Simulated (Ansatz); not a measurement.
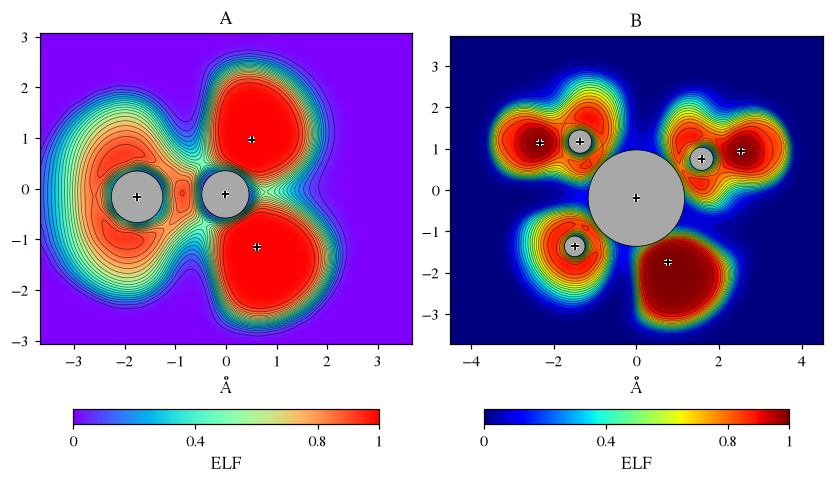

The ELF of 2 systems, each on a plane through atoms (crosses mark nuclei in the plane; grey discs cover the cores).

Level of theory: RKS PBE/def2-SVP in Ansatz 0.2.0.

System 1: BClH$_{2}$···HBr, the plane of atoms Cl3, B1 and H4. Not at a stationary point (largest force 1.2 eV/Å).

```yaml
atoms:
  - { symbol: B, position_ang: [0.0586, -0.2236, -0.0263] }
  - { symbol: H, position_ang: [0.1381, -0.4363, 1.1548] }
  - { symbol: Cl, position_ang: [1.4693, -0.5717, -0.9914] }
  - { symbol: H, position_ang: [-0.9605, 0.1330, -0.5672] }
  - { symbol: Br, position_ang: [0.3173, 2.7658, 1.1977] }
  - { symbol: H, position_ang: [0.2516, 1.3420, 1.6865] }
```

System 2: FH$_{5}$O$_{2}$W, the plane of atoms O2, W1 and F8. Core potentials replace the inner electrons of W.

```yaml
atoms:
  - { symbol: W, position_ang: [-0.1731, 0.1456, 0.2088] }
  - { symbol: O, position_ang: [-0.4248, 0.0505, 2.1221] }
  - { symbol: H, position_ang: [-0.4752, -0.6879, 2.7549] }
  - { symbol: H, position_ang: [1.3486, 0.0265, -0.5314] }
  - { symbol: O, position_ang: [-0.2065, 1.9532, -0.1514] }
  - { symbol: H, position_ang: [-0.1472, 2.7830, -0.6524] }
  - { symbol: H, position_ang: [-1.4501, -0.1183, -0.8757] }
  - { symbol: F, position_ang: [-0.0747, -1.7401, 0.3574] }
  - { symbol: H, position_ang: [0.0592, -0.3268, -1.4452] }
```

Q: Which map belongs to which system?

A: Panel A is system 1, BClH$_{2}$···HBr: the plane holds B, H and Cl. B–Cl (1.74 Å): the ELF peaks at about 0.90 between the atoms (a polar covalent bond). Panel B is system 2, FH$_{5}$O$_{2}$W: the plane holds W, O, H and F. W–O (1.84 Å): the ELF peaks at about 0.80 in the valence shell of O, 0.5 Å from its nucleus, and drops to about 0.25 between the two atoms.
